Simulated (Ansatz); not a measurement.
The calculation's input:

```
crystal:
  periodic: [false, false, false]
  atoms:
    - {symbol: C, position_ang: [2.074515, -0.169894, -0.769833]}
    - {symbol: C, position_ang: [0.631309, -0.304853, -0.257865]}
    - {symbol: C, position_ang: [0.233959, -1.725837, 0.173458]}
    - {symbol: Ga, position_ang: [0.327818, 0.953865, 1.225334]}
    - {symbol: H, position_ang: [2.331147, 0.855559, -1.102810]}
    - {symbol: H, position_ang: [2.823149, -0.503119, -0.023645]}
    - {symbol: H, position_ang: [2.184831, -0.831846, -1.655375]}
    - {symbol: H, position_ang: [-0.083520, 0.075941, -1.024531]}
    - {symbol: H, position_ang: [-0.818481, -1.807000, 0.511182]}
    - {symbol: H, position_ang: [0.896988, -2.131265, 0.963590]}
    - {symbol: H, position_ang: [0.339850, -2.391717, -0.709674]}
    - {symbol: H, position_ang: [0.104851, 1.941999, 2.418543]}
basis:
  gaussian:
    orbitals: def2-TZVPD
total_charge: 1
output: {forces: true, orbitals: {seedname: orbitals}}
hamiltonian:
  xc: {name: PBE0}
```

Run with:

```sh
ansatz run input.yaml --threads 2 --pin off --max-ram 4350MiB --events-out events.jsonl --progress --plain --runs-dir runs
```

Geometry: PBE-D3(BJ)/def2-SVP.

Computed with isolated molecule in a Gaussian basis; Kohn-Sham density functional theory, functional PBE0 (Ansatz).

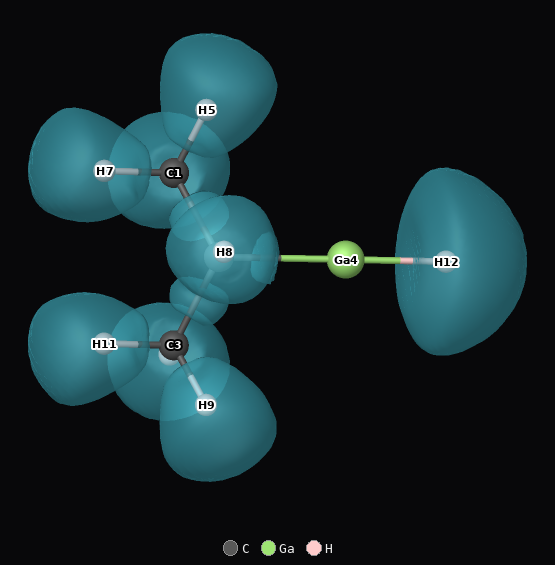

C3H8Ga (SMILES C[CH](C)[GaH+]) (charge +1). Isosurface of the ELF at 0.8 (cyan), seen across its widest extent. Only the valence region is drawn (cores and ρ < 0.01 e/Å³ removed).

Where are the electrons localised?

Answer. The surface consists of two regions between bonded C–C atoms (shared pairs), one region between bonded C–Ga atoms (shared pairs) and eight regions around hydrogen nuclei. Profiles from the grid: C–C (1.54 Å): the ELF peaks at about 0.95 between the atoms; a covalent bond. C–Ga (1.97 Å): the ELF peaks at about 0.85 between the atoms, as expected for a shared electron pair.
